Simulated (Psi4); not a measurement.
**BH3O3 (boric acid): B3LYP/6-31G(d) (spherical functions)**

What is the vertical electron affinity of BH3O3 (boric acid) at B3LYP/6-31G* (spherical functions)? 

Program for the calculation: Psi4 1.11.

1 further run of the same task is left out (set aside as unsound or not needed).

## 1. Starting point

BH3O3 has 7 atoms, charge 0, and is taken as a singlet. As SMILES, `OB(O)O`. Geometry: relaxed at PBE0-D4/def2-TZVP.

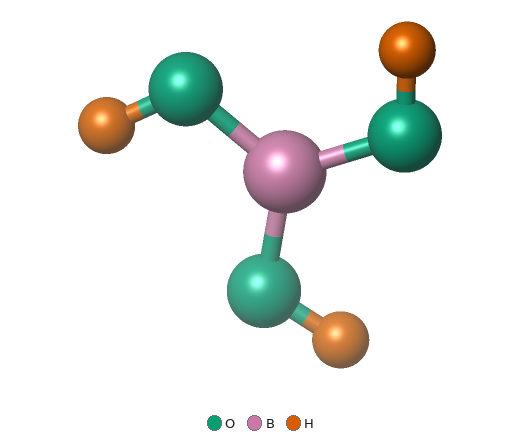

The structure, seen from a chosen angle (oxygen teal, boron pink, hydrogen orange).

## 2. A single-point energy at B3LYP/6-31G(d) (spherical functions)

The input, input.dat:

```
memory 2.2 GB

molecule molecule1 {
  0 1
  O     -1.329950    -0.251650     0.184550
  B      0.000000     0.000000    -0.000010
  O      0.430260     1.279290    -0.210830
  O      0.899670    -1.027640     0.026210
  H     -1.506600    -1.184610     0.322580
  H     -0.292710     1.910130    -0.207270
  H      1.799320    -0.725540    -0.115220
  units angstrom
  symmetry c1
}

set {
  basis 6-31G*
  puream true
  e_convergence 1e-09
  d_convergence 1e-08
  scf_type pk
  dft_radial_points 99
  dft_spherical_points 590
}

e_tot, wfn = energy('b3lyp', return_wfn=True)
oeprop(wfn, 'MAYER_INDICES', 'QUADRUPOLE', 'MULLIKEN_CHARGES')
```

Launch:

```console
psi4 -i input.dat -o output.dat -n 1
```

output.dat:

```text
[...]
  Running in c1 symmetry.
[...]
  Nuclear repulsion =  116.439590226249052
[...]
  Multiplicity = 1
[...]
  Nalpha       = 16
  Nbeta        = 16
[...]
    Number of basis functions: 62
[...]
   @RKS iter   1:  -252.12643675512322   -2.38511e-01   1.55574e-02 ADIIS/DIIS
[...]
   @RKS iter  10:  -252.47053314803384    8.52651e-14   4.88498e-10 DIIS
[...]
    Orbital Energies [Eh]
    ---------------------
    Doubly Occupied:
       1A    -19.142510     2A    -19.142509     3A    -19.142458
       4A     -6.797319     5A     -1.044433     6A     -1.000746
       7A     -1.000742     8A     -0.566354     9A     -0.535209
      10A     -0.535203    11A     -0.398912    12A     -0.369628
      13A     -0.369625    14A     -0.359080    15A     -0.311195
      16A     -0.311193
[...]
  @RKS Final Energy:  -252.47053314803384
   => Energetics <=
    Nuclear Repulsion Energy =            116.4395902262490523
    One-Electron Energy =                -577.6870702572849723
    Two-Electron Energy =                 233.9535099055658804
    DFT Exchange-Correlation Energy =     -25.1765630225637906
    Empirical Dispersion Energy =           0.0000000000000000
    VV10 Nonlocal Energy =                  0.0000000000000000
    Total Energy =                       -252.4705331480338373
[...]
 Multipole Moments:
 ------------------------------------------------------------------------------------
     Multipole            Electronic (a.u.)      Nuclear  (a.u.)        Total (a.u.)
 ------------------------------------------------------------------------------------
 L = 1.  Multiply by 2.5417464519 to convert [e a0] to [Debye]
 Dipole X            :          0.0000258            0.0000186            0.0000445
 Dipole Y            :          0.0000066           -0.0000181           -0.0000115
 Dipole Z            :         -0.0000066            0.0001280            0.0001214
 Magnitude           :                                                    0.0001298
 L = 2.  Multiply by 1.3450342976 to convert [e a0^2] to [Debye ang]
 Quadrupole XX       :       -113.6819607           98.9165295          -14.7654312
 Quadrupole XY       :          1.3819833           -1.4115724           -0.0295891
[...]
  Mulliken Charges: (a.u.)
   Center  Symbol    Alpha    Beta     Spin     Total
       1     O     4.29840  4.29840  0.00000 -0.59681
       2     B     2.22917  2.22917  0.00000  0.54166
       3     O     4.29840  4.29840  0.00000 -0.59680
       4     O     4.29840  4.29840  0.00000 -0.59680
       5     H     0.29187  0.29187  0.00000  0.41625
       6     H     0.29187  0.29187  0.00000  0.41625
       7     H     0.29187  0.29187  0.00000  0.41625
   Total alpha = 16.00000, Total beta = 16.00000, Total charge =  0.00000
  Mayer Bond Indices:
[...]
```

Run time: 6.9 s. Hardware: 1 thread of Intel Xeon 6975P-C (Granite Rapids), shared host; peak memory 0.89 GiB.

## 3. The doublet anion: energy and forces at UB3LYP/6-31G(d) (spherical functions)

The input, bh3o3.py:

```python
import psi4

psi4.set_memory(2200000000)
psi4.set_num_threads(1)
psi4.core.set_output_file('psi4.out', False)

molecule = psi4.geometry("""
-1 2
O
B 1 1.366074
O 2 1.366072 1 119.99962
O 2 1.366066 3 120.00046 1 179.99798
H 1 0.959516 2 112.19657 4 0.00455
H 3 0.959509 2 112.19782 4 -179.99761
H 4 0.959498 2 112.19902 3 0.00501
symmetry c1
no_reorient
no_com
""")

psi4.set_options({
    'basis': '6-31G*',
    'reference': 'uks',
    'puream': True,
    'e_convergence': 1e-09,
    'd_convergence': 1e-08,
    'scf_type': 'pk',
    'dft_radial_points': 99,
    'dft_spherical_points': 590,
    'maxiter': 100,
})

e_tot, wfn = psi4.gradient("b3lyp", molecule=molecule, return_wfn=True)
print('gradient / Eh bohr^-1')
print(e_tot.np.round(6))
print(f'energy = {wfn.energy():.10f} Eh')
```

Launch:

```console
python bh3o3.py
```

psi4.out:

```text
[...]
  Running in c1 symmetry.
[...]
  Nuclear repulsion =  116.439586838403187
[...]
  Multiplicity = 2
[...]
  Nalpha       = 17
  Nbeta        = 16
[...]
    Number of basis functions: 62
[...]
   @UKS iter   1:  -251.75557940478751    1.32346e-01   1.79118e-02 ADIIS/DIIS
[...]
   @UKS iter  12:  -252.32773065813373   -2.64322e-12   4.54260e-09 DIIS
[...]
   @S^2 Observed:                7.509622576E-01
[...]
    Orbital Energies [Eh]
    ---------------------
    Alpha Occupied:
       1A    -18.901331     2A    -18.901329     3A    -18.901276
       4A     -6.559346     5A     -0.808454     6A     -0.765096
       7A     -0.765090     8A     -0.330972     9A     -0.300056
      10A     -0.300050    11A     -0.169123    12A     -0.139916
      13A     -0.139913    14A     -0.128739    15A     -0.079863
      16A     -0.079860    17A      0.220763
    Alpha Virtual:
      18A      0.292368    19A      0.292368    20A      0.333549
      21A      0.434501    22A      0.536052    23A      0.536056
      24A      0.629817    25A      0.786572    26A      0.786578
[...]
  @UKS Final Energy:  -252.32773065813373
   => Energetics <=
    Nuclear Repulsion Energy =            116.4395868384031871
    One-Electron Energy =                -585.0568574491931031
    Two-Electron Energy =                 241.6775387083800695
    DFT Exchange-Correlation Energy =     -25.3879987557239062
    Empirical Dispersion Energy =           0.0000000000000000
    VV10 Nonlocal Energy =                  0.0000000000000000
    Total Energy =                       -252.3277306581337314
[...]
 Multipole Moments:
 ------------------------------------------------------------------------------------
     Multipole            Electronic (a.u.)      Nuclear  (a.u.)        Total (a.u.)
 ------------------------------------------------------------------------------------
 L = 1.  Multiply by 2.5417464519 to convert [e a0] to [Debye]
 Dipole X            :         -0.0000970            0.0001259            0.0000289
 Dipole Y            :         -0.0000168            0.0000334            0.0000166
 Dipole Z            :          0.0000634           -0.0000028            0.0000606
 Magnitude           :                                                    0.0000691
[...]
  -Total Gradient:
     Atom            X                  Y                   Z
    ------   -----------------  -----------------  -----------------
       1        0.000000402235     0.053280895198     0.004362856615
       2        0.000002805211     0.000005842162     0.000004657130
       3        0.000002098466    -0.022862788725    -0.048338589187
       4        0.000001693088    -0.030431437685     0.043977829392
       5       -0.000001540173    -0.049445212993     0.014275644547
       6       -0.000003197181     0.037088794539     0.035686356933
       7       -0.000002260684     0.012361701444    -0.049971969582
[...]
```

Standard output:

```text
gradient / Eh bohr^-1
[[ 0.0000e+00  5.3281e-02  4.3630e-03]
 [ 3.0000e-06  6.0000e-06  5.0000e-06]
 [ 2.0000e-06 -2.2863e-02 -4.8339e-02]
 [ 2.0000e-06 -3.0431e-02  4.3978e-02]
 [-2.0000e-06 -4.9445e-02  1.4276e-02]
 [-3.0000e-06  3.7089e-02  3.5686e-02]
 [-2.0000e-06  1.2362e-02 -4.9972e-02]]
energy = -252.3277306581 Eh
```

Run time: 14 s. Hardware: 1 thread of Intel Xeon 6975P-C (Granite Rapids), shared host; peak memory 0.89 GiB.

## 4. Results

At B3LYP/6-31G* (spherical functions):

| quantity | value |
| --- | --- |
| singlet BH3O3: total energy | -252.47053 Eh |
| singlet BH3O3: dipole moment | 0.00 D |
| singlet BH3O3: HOMO energy | -8.47 eV |
| singlet BH3O3: LUMO energy | 1.78 eV |
| singlet BH3O3: HOMO–LUMO gap | 10.25 eV |
| doublet anion: total energy | -252.32773 Eh |
| doublet anion: HOMO energy (highest over α and β) | 6.01 eV |
| doublet anion: LUMO energy (lowest over α and β) | 7.80 eV |
| doublet anion: ⟨S²⟩ | 0.751 |
| doublet anion: largest force on an atom | 2.750 eV/Å |
| vertical electron affinity (to the doublet anion) | -3.886 eV |

What this shows: The anion lies 3.89 eV (90 kcal/mol) above the neutral: the electron isn't bound at this level, and such a value depends on the basis. Without diffuse functions anions come out too high. Mulliken charges (singlet BH3O3) run from -0.60 on O1 to +0.54 on B2. The HOMO (doublet anion) lies at positive energy, 6.01 eV; only total energies tell whether the electron is bound.
